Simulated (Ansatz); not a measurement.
Relaxed PtSe2 (CdI2 type):

```
PtSe2
1.0
    3.73915     0.00000     0.00000
   -1.86957     3.23820     0.00000
    0.00000     0.00000     4.62953
Pt Se
1 2
Cartesian
  0.00000   0.00000   0.00000
  1.86957   1.07940   1.26000
  0.00000   2.15880   3.36953
```

Scan: atom 2 (Se, nearest neighbour Pt at 2.500 Å; its periodic images, 3.7 Å or more away, move with it) is displaced along Cartesian [111], direction (0.577, 0.577, 0.577) in Cartesian axes, by s. The other atoms stay.

These are PBEsol-D3(BJ) (plane waves to 420 eV, PAW, scalar-relativistic; Ansatz, an electronic-structure program) values and carry that method's errors. k mesh 12×12×8 (Γ-centred), Fermi-Dirac smearing 0.05 eV. Energies are smeared free energies. With partly filled bands, energies and forces of such displacements shift with the k mesh and the smearing. PtSe2 is run without spin polarisation. PtSe2 was relaxed with its symmetry unable to fall. Spin-orbit coupling is left out, though Pt is heavy. The zero of ΔE is the undisplaced structure.

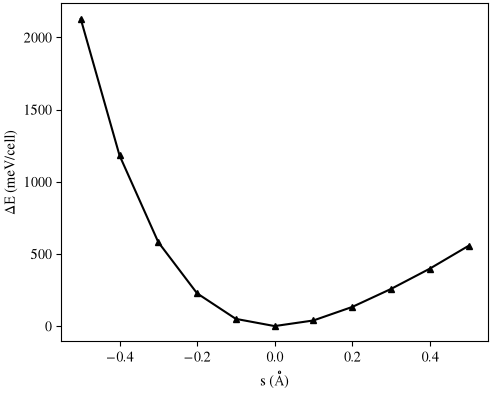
Figure. ΔE (meV/cell) against s (Å); markers are the computed points, lines only join them.

Question: Is the energy the same for displacements of ±0.500 Å, and if not, which side lies higher?

Answer: Not even: the negative side lies higher at ±0.500 Å.

Question: What is the energy change at s = 0.500 Å?

Answer: About 560 meV/cell.

(A displaced cell: forces are minus the slopes of the energy, force constants its curvatures, and phonons follow from these.)
